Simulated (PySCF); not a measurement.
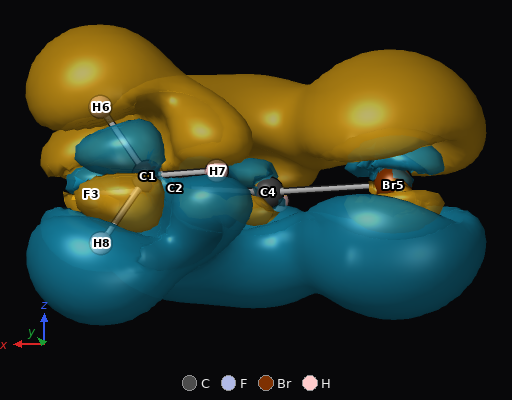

*C3H4BrF, SMILES `C/C(F)=C\Br`. Change of the electron density in a uniform field of 0.21 V/Å, surfaces at ±0.0008 e/Å³ (yellow: gain, teal: loss).*

PySCF calculation, M06-2X/def2-SVP, gas phase; geometry: GFN2-xTB. No frequency check shows the geometry to be a minimum. A basis without diffuse functions makes polarisabilities too small. GFN2-xTB bond lengths at metals and heavier atoms can be off by up to 0.1 Å and shapes distorted, which carries into these values.

Coordinates in Å:

```
C1       1.6398    1.3806    0.0016
C2       1.4285   -0.0879    0.0004
F3       2.5811   -0.7974    0.0001
C4       0.3015   -0.7858   -0.0003
Br5     -1.3959    0.0216   -0.0000
H6       2.2199    1.6649    0.8724
H7       0.6915    1.9084    0.0066
H8       2.2118    1.6678   -0.8879
H9       0.2856   -1.8629   -0.0012
```

The field was applied in both directions; the picture shows the one opposite to the script's first.

> Along which Cartesian direction does the field point?

Along −z: electrons gather on the +z side, against the field.

> What dipole is induced, and what polarisability does it imply?

The induced dipole is 0.31 D (along the field); α along this axis, from the fields in both directions, is 30 bohr³ (4.5 Å³).

Cost of the run: 48 s on 1 thread of Arm Neoverse V2, with other jobs on the host, peak memory 0.59 GiB.
